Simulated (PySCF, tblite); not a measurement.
# C3H8Si: dynamics, then NMR shifts on frames, part 2 of 2

tblite 0.8.0 and PySCF 2.14.0. Atoms count from 0. The steps go on from the part before.

## Step 5: Shielding tensors: 625 fs, PBE0/pcSseg-1

Job settings and geometry (Å):

```
{"job": {"kind": "nmr", "xc": "PBE0", "basis": "pcSseg-1", "pop": false}, "charge": 0, "multiplicity": 1}
C      0.221400     1.272300     0.658400
Si    -0.715900    -0.262000     1.467600
C     -0.341300    -1.979200     0.897200
C     -1.686700    -1.377600     0.315200
H      0.501100     1.105400    -0.373000
H     -0.484800     2.093700     0.834400
H      1.184400     1.461100     1.112400
H     -1.247200     0.037200     2.821200
H     -0.296000    -2.799900     1.537900
H      0.352000    -1.995600     0.067300
H     -2.640400    -1.686300     0.774600
H     -1.709100    -1.237200    -0.760100
```

Level: GIAO PBE0/pcSseg-1 NMR shielding, non-relativistic, gas phase.

The log of the run:

```text
coarse grid: 9848 points
cycle   1  E = -408.2045094888  dE =  1.826e-01  |g| = 4.481e-01  |ddm| = 2.951e+00
cycle   2  E = -408.1671853741  dE =  3.732e-02  |g| = 5.772e-01  |ddm| = 9.389e-01
cycle   3  E = -408.2590441947  dE = -9.186e-02  |g| = 4.713e-02  |ddm| = 5.953e-01
cycle   4  E = -408.2595426059  dE = -4.984e-04  |g| = 2.330e-02  |ddm| = 7.133e-02
cycle   5  E = -408.2596868292  dE = -1.442e-04  |g| = 3.495e-03  |ddm| = 2.235e-02
cycle   6  E = -408.2596903328  dE = -3.504e-06  |g| = 5.931e-04  |ddm| = 4.847e-03
final grid: 88528 points
cycle   7  E = -408.2837088541  dE = -1.858e-05  |g| = 6.851e-03  |ddm| = 1.783e-02
cycle   8  E = -408.2837012166  dE =  7.638e-06  |g| = 8.648e-03  |ddm| = 1.252e-02
cycle   9  E = -408.2837210425  dE = -1.983e-05  |g| = 5.972e-04  |ddm| = 7.696e-03
cycle  10  E = -408.2837211296  dE = -8.705e-08  |g| = 2.014e-04  |ddm| = 8.305e-04
cycle  11  E = -408.2837211404  dE = -1.084e-08  |g| = 3.384e-05  |ddm| = 2.007e-04
cycle  12  E = -408.2837211407  dE = -2.756e-10  |g| = 9.385e-06  |ddm| = 4.613e-05
converged SCF energy = -408.2837211407

GIAO shielding tensors (ppm)
atom      isotropic    diamagn.    paramagn.     s11        s22        s33       span
  0 C      189.837     253.271     -63.434    173.131    194.673    201.707     28.576
  1 Si     452.903     882.051    -429.148    337.433    361.238    660.039    322.606
  2 C      193.477     257.625     -64.149    174.761    184.585    221.085     46.325
  3 C      192.515     255.380     -62.865    167.925    185.355    224.264     56.340
  4 H       32.090      33.021      -0.931     26.785     29.756     39.728     12.943
  5 H       30.704      29.974       0.730     25.572     28.540     38.000     12.428
  6 H       31.176      30.632       0.544     26.660     28.447     38.421     11.761
  7 H       28.103      28.835      -0.731     22.962     25.826     35.522     12.560
  8 H       31.823      31.413       0.411     26.754     26.995     41.722     14.968
  9 H       31.483      33.408      -1.924     25.922     27.909     40.620     14.698
 10 H       30.784      29.066       1.718     25.627     26.390     40.336     14.709
 11 H       31.155      32.146      -0.992     25.619     27.487     40.358     14.740
```

Run time: 7.1 s. Hardware: 1 thread of Arm Neoverse V1, shared host; peak memory 0.55 GiB.

In short: δ C0 -2.9, C3 -5.6, C2 -6.6, Si1 -103.7, H7 3.61, H5 1.01 ppm.

## Step 6: Shielding tensors: 800 fs, PBE0/pcSseg-1

Job settings and geometry (Å):

```
{"job": {"kind": "nmr", "xc": "PBE0", "basis": "pcSseg-1", "pop": false}, "charge": 0, "multiplicity": 1}
C     -0.198200     1.577800     0.579600
Si    -0.346300    -0.252700     1.205400
C     -0.484400    -1.857400     0.171000
C     -1.765200    -1.463400     1.004800
H     -0.017500     2.311000     1.383300
H      0.644700     1.585700    -0.169300
H     -1.195500     1.839300     0.114800
H      0.270300    -0.423200     2.515900
H      0.023100    -2.723100     0.504500
H     -0.589900    -1.932900    -0.932500
H     -2.282700    -2.223300     1.679200
H     -2.529000    -1.037100     0.381000
```

Level: GIAO PBE0/pcSseg-1 NMR shielding, non-relativistic, gas phase.

The log of the run:

```text
coarse grid: 9848 points
cycle   1  E = -408.2068735924  dE =  8.631e-02  |g| = 4.185e-01  |ddm| = 2.928e+00
cycle   2  E = -408.1729079485  dE =  3.397e-02  |g| = 5.449e-01  |ddm| = 9.034e-01
cycle   3  E = -408.2548701559  dE = -8.196e-02  |g| = 5.068e-02  |ddm| = 5.709e-01
cycle   4  E = -408.2554592791  dE = -5.891e-04  |g| = 2.319e-02  |ddm| = 7.051e-02
cycle   5  E = -408.2556035042  dE = -1.442e-04  |g| = 3.344e-03  |ddm| = 2.159e-02
cycle   6  E = -408.2556067734  dE = -3.269e-06  |g| = 5.085e-04  |ddm| = 4.820e-03
final grid: 88528 points
cycle   7  E = -408.2798402217  dE = -1.435e-05  |g| = 6.313e-03  |ddm| = 1.502e-02
cycle   8  E = -408.2798334832  dE =  6.739e-06  |g| = 8.072e-03  |ddm| = 1.208e-02
cycle   9  E = -408.2798507826  dE = -1.730e-05  |g| = 5.691e-04  |ddm| = 7.087e-03
cycle  10  E = -408.2798508581  dE = -7.552e-08  |g| = 2.075e-04  |ddm| = 7.875e-04
cycle  11  E = -408.2798508697  dE = -1.164e-08  |g| = 3.234e-05  |ddm| = 1.938e-04
cycle  12  E = -408.2798508700  dE = -2.130e-10  |g| = 9.788e-06  |ddm| = 4.003e-05
converged SCF energy = -408.2798508700

GIAO shielding tensors (ppm)
atom      isotropic    diamagn.    paramagn.     s11        s22        s33       span
  0 C      189.059     254.301     -65.242    177.499    186.498    203.181     25.682
  1 Si     455.825     879.950    -424.124    318.978    370.840    677.658    358.680
  2 C      187.814     253.508     -65.694    162.484    185.479    215.479     52.996
  3 C      187.793     257.847     -70.054    162.190    186.164    215.025     52.835
  4 H       30.599      28.662       1.937     26.181     27.463     38.152     11.971
  5 H       29.698      30.561      -0.862     24.360     28.080     36.655     12.295
  6 H       30.290      29.573       0.717     24.874     28.448     37.547     12.674
  7 H       28.217      28.839      -0.622     22.494     26.254     35.904     13.409
  8 H       31.841      31.502       0.339     26.546     27.544     41.434     14.888
  9 H       30.133      31.342      -1.209     25.184     26.896     38.320     13.136
 10 H       29.484      28.268       1.216     24.033     25.736     38.684     14.651
 11 H       31.499      32.846      -1.346     26.804     28.375     39.319     12.516
```

Run time: 6.9 s. Hardware: 1 thread of Arm Neoverse V1, shared host; peak memory 0.55 GiB.

Key values: δ C3 -0.9, C2 -0.9, C0 -2.1, Si1 -106.7, H7 3.50, H10 2.23 ppm.

## Step 7: NMR shieldings: 1000 fs, PBE0/pcSseg-1

Job settings and geometry (Å):

```
{"job": {"kind": "nmr", "xc": "PBE0", "basis": "pcSseg-1", "pop": false}, "charge": 0, "multiplicity": 1}
C     -1.013800     1.089600     1.436700
Si    -0.179900    -0.596700     1.422500
C     -0.389500    -1.713300    -0.075700
C     -1.290700    -2.146100     1.150800
H     -1.486300     1.225300     2.417100
H     -0.302300     1.868800     1.301200
H     -1.821900     1.135900     0.728700
H      1.089900    -0.515700     2.070600
H      0.436200    -2.402000    -0.113500
H     -0.933400    -1.593700    -1.052100
H     -0.918800    -3.038500     1.692500
H     -2.360400    -2.190400     1.013300
```

Method: GIAO PBE0/pcSseg-1 NMR shielding, non-relativistic, gas phase.

The log of the run:

```text
coarse grid: 9848 points
cycle   1  E = -408.2021997466  dE =  1.854e-01  |g| = 4.529e-01  |ddm| = 2.960e+00
cycle   2  E = -408.1639504333  dE =  3.825e-02  |g| = 5.828e-01  |ddm| = 9.678e-01
cycle   3  E = -408.2574494001  dE = -9.350e-02  |g| = 5.642e-02  |ddm| = 6.186e-01
cycle   4  E = -408.2582326738  dE = -7.833e-04  |g| = 2.263e-02  |ddm| = 7.934e-02
cycle   5  E = -408.2583683041  dE = -1.356e-04  |g| = 3.458e-03  |ddm| = 2.186e-02
cycle   6  E = -408.2583716100  dE = -3.306e-06  |g| = 6.483e-04  |ddm| = 4.925e-03
final grid: 88528 points
cycle   7  E = -408.2822946901  dE = -1.715e-05  |g| = 6.719e-03  |ddm| = 1.719e-02
cycle   8  E = -408.2822874591  dE =  7.231e-06  |g| = 8.467e-03  |ddm| = 1.267e-02
cycle   9  E = -408.2823063886  dE = -1.893e-05  |g| = 6.870e-04  |ddm| = 7.656e-03
cycle  10  E = -408.2823065102  dE = -1.216e-07  |g| = 2.021e-04  |ddm| = 9.371e-04
cycle  11  E = -408.2823065211  dE = -1.090e-08  |g| = 3.083e-05  |ddm| = 1.919e-04
cycle  12  E = -408.2823065213  dE = -2.128e-10  |g| = 1.094e-05  |ddm| = 4.256e-05
converged SCF energy = -408.2823065213

GIAO shielding tensors (ppm)
atom      isotropic    diamagn.    paramagn.     s11        s22        s33       span
  0 C      195.348     252.120     -56.773    184.004    194.547    207.492     23.489
  1 Si     463.032     881.526    -418.494    324.387    370.148    694.561    370.174
  2 C      189.209     250.841     -61.631    171.957    182.328    213.343     41.386
  3 C      187.275     256.515     -69.240    161.232    182.594    218.000     56.768
  4 H       30.956      28.022       2.934     25.933     28.813     38.121     12.188
  5 H       31.883      31.873       0.010     27.008     28.908     39.733     12.725
  6 H       32.326      32.051       0.275     26.715     29.989     40.276     13.561
  7 H       28.741      30.034      -1.293     23.041     26.354     36.827     13.785
  8 H       31.487      31.462       0.024     25.590     27.727     41.143     15.553
  9 H       29.655      30.525      -0.870     24.789     26.327     37.849     13.060
 10 H       30.589      29.138       1.451     25.082     26.668     40.017     14.935
 11 H       30.927      30.924       0.003     26.111     27.329     39.341     13.230
```

It took 6.6 s on 1 thread of Arm Neoverse V1, shared host; peak memory 0.55 GiB.

In short: δ C3 -0.4, C2 -2.3, C0 -8.4, Si1 -113.9, H7 2.98, H9 2.06 ppm.

## Step 8: Side by side: NMR shifts

Shifts (ppm) of some atoms, chosen among heavy atoms and hydrogens apart, with basis size and wall time:

```csv
frame,C2,C3,C0,H9,H5,H6,Si1,functions,time
250 fs,1.0,-3.7,-10.7,1.10,1.03,-0.18,-131.6,115,8 s
425 fs,-8.7,0.0,-5.5,0.04,-0.04,0.34,-102.4,115,6.6 s
625 fs,-6.6,-5.6,-2.9,0.23,1.01,0.54,-103.7,115,7.1 s
800 fs,-0.9,-0.9,-2.1,1.58,2.02,1.43,-106.7,115,6.9 s
1000 fs,-2.3,-0.4,-8.4,2.06,-0.17,-0.61,-113.9,115,6.6 s
```

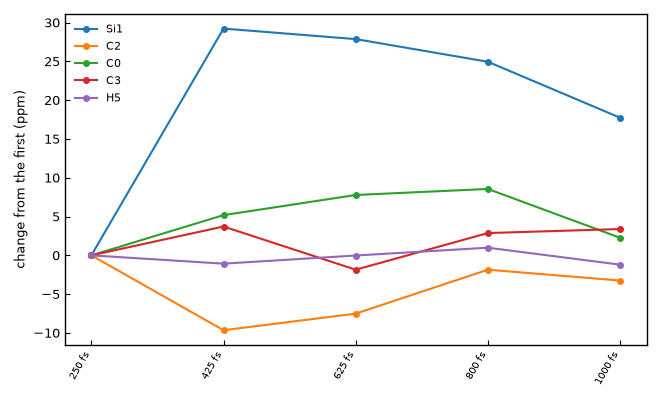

How five of the tabulated atoms move from run to run.

## Step 9: Results

This closing draws on all 2 parts.

| quantity | value |
| --- | --- |
| thermostat | 300 K |
| mean temperature, second half | 280 K |
| mean potential energy above the minimum | 0.33 eV |
| 13C shifts against TMS (PBE0/pcSseg-1, 250 fs) | 1.0, -3.7, -10.7 ppm |
| 1H shifts against TMS (PBE0/pcSseg-1, 250 fs) | 2.53, 1.10, 1.03, 0.94, 0.61, 0.21, -0.15, -0.18 ppm |
| 29Si shifts against TMS (PBE0/pcSseg-1, 250 fs) | -131.6 ppm |
| range of the shift of Si1 | -131.6 to -102.4 ppm |

In words: In the second half the potential energy averages 0.33 eV above the minimum; equipartition over 30 harmonic modes at 300 K would give 0.39 eV. With 12 atoms the temperature swings widely (187 to 409 K). Shifts at one fixed geometry are not the observed spectrum, which averages over the motion. In the first frame run (250 fs): Shielding is most anisotropic at Si1 (span 349 ppm, paramagnetic term -401 ppm). In ppm, Si1 moves most: its shift spreads over 29.2 ppm, from -131.6 (250 fs) to -102.4 (425 fs).
